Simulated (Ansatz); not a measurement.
AlFH$_{4}$OSi···H$_{2}$

Input

```
crystal:
  periodic: [false, false, false]
  atoms:
    - { symbol: Al, position_ang: [0.0, 0.0, 0.0] }
    - { symbol: O, position_ang: [0.0, 0.0, 2.13] }
    - { symbol: Si, position_ang: [-1.3147, -0.4067, 3.0936] }
    - { symbol: H, position_ang: [-2.239, -1.2403, 2.3304] }
    - { symbol: H, position_ang: [-0.8506, -1.1432, 4.2657] }
    - { symbol: H, position_ang: [-1.9987, 0.8095, 3.5233] }
    - { symbol: F, position_ang: [1.4635, 0.0, -0.845] }
    - { symbol: H, position_ang: [-1.351, 0.0, -0.78] }
    - { symbol: H, position_ang: [0.0834, 1.7631, 0.5865] }
    - { symbol: H, position_ang: [0.0646, 1.3656, 1.5323] }
basis:
  gaussian: { orbitals: def2-SVP }
hamiltonian:
  xc: pbe
relax:
  f_tol: 0.15
  max_steps: 25
  restrain:
    - { distance: [0, 8], at: 2.76, k: 30.0 }
    - { distance: [9, 1], at: 2.21, k: 30.0 }
    - { distance: [0, 1], at: 1.78, k: 30.0 }
    - { distance: [9, 8], at: 0.66, k: 30.0 }
output:
  orbitals: {}
```

Run with:

```sh
ansatz run input.yaml --threads 2 --pin off --max-ram 3072MiB --backend cpu --events-out ev --progress --plain --runs-dir out
```

The fields are those of the run's last geometry, not of the input's.

Not at a stationary point (largest force 1.9 eV/Å).

All numbers below come from RKS PBE/def2-SVP in Ansatz 0.2.0.

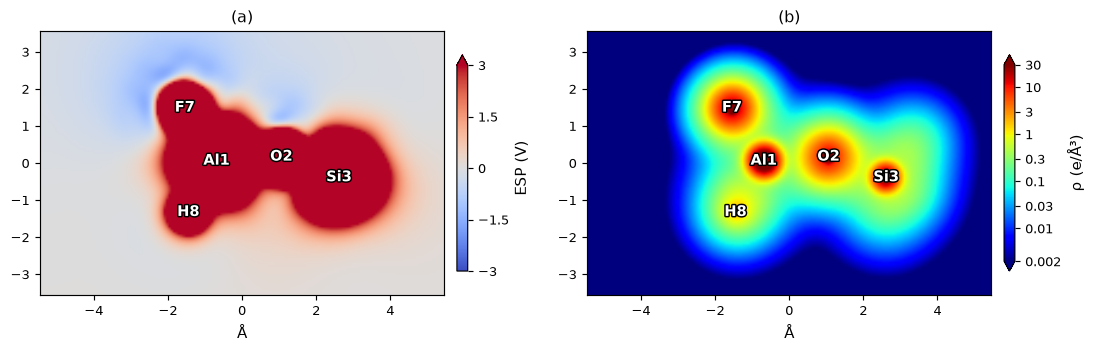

Figure 1. (a) molecular electrostatic potential; (b) total electron density on the plane of atoms O2, Al1 and F7.

What does the map show?

Answer. Atoms in the plane: Al, O, Si, F and H. Si–O (1.67 Å): ρ is about 1 e/Å³ halfway. Al–F (1.67 Å): ρ is about 0.78 e/Å³ halfway. Al–O (1.75 Å): ρ is about 0.72 e/Å³ halfway. Al–H (1.58 Å): ρ is about 0.55 e/Å³ halfway. Outside the dense part of the complex the potential is most negative (−1.6 V) near F7.

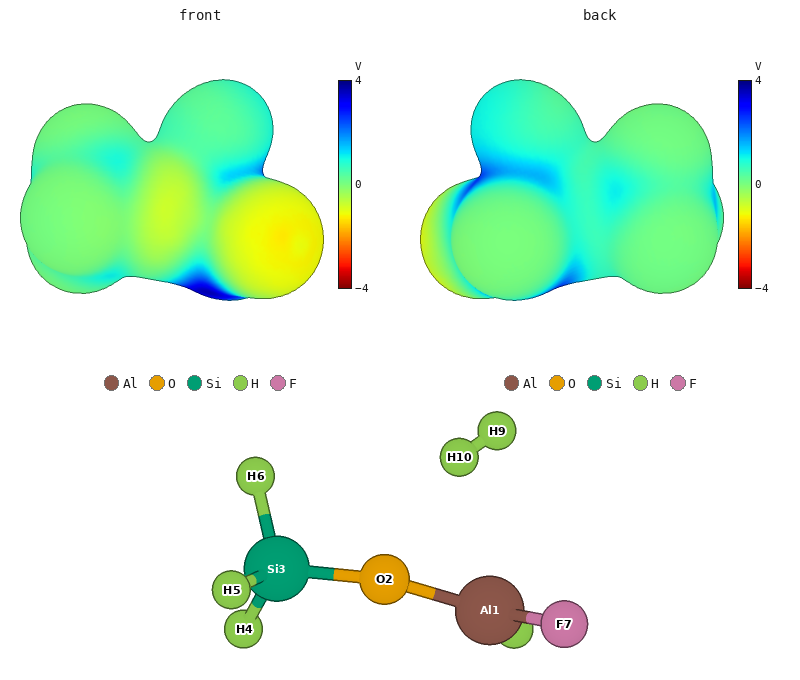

Figure 2. The molecular electrostatic potential painted on the density surface at 0.002 e/bohr³, seen from the front and from behind; red is negative and blue positive. The bare structure is drawn below in the same view.

Which sites attract a positive test charge, and which a negative one?

Answer. A positive charge is drawn to the negative regions and a negative charge to the positive ones. The most negative region (about −1.2 V) lies over F7, the most positive (about +3.3 V) over Al1.

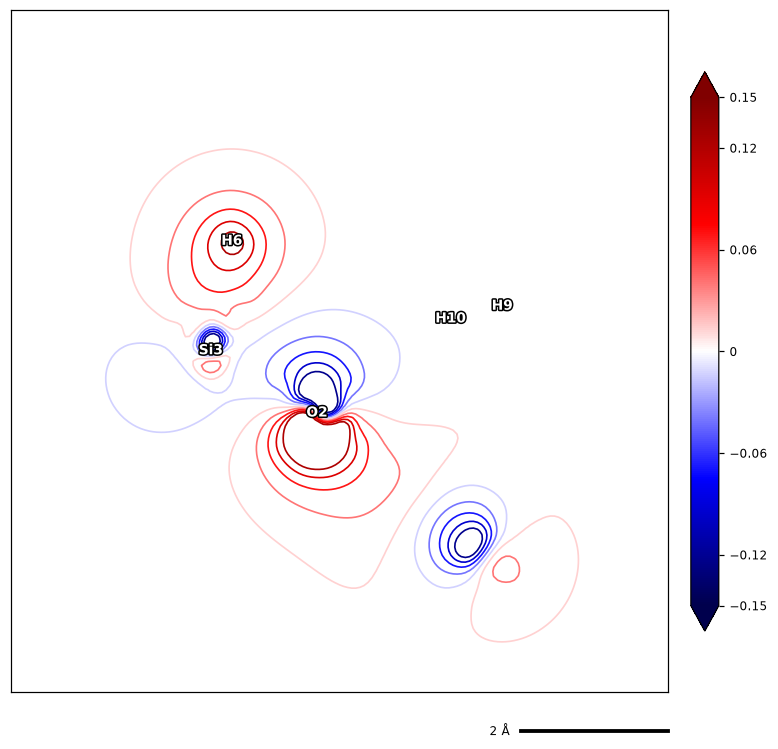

Figure 3. One frontier orbital on the plane of atoms O2, Si3 and H6 (values in Å⁻³ᐟ²; the overall sign is arbitrary).

Which orbital is it: HOMO or LUMO?

Answer. The HOMO, at −7.22 eV. Its weight (Hirshfeld) is mainly on O2 (about 45 %), Si3 (about 20 %), H5 (about 15 %) and H4 (about 10 %).
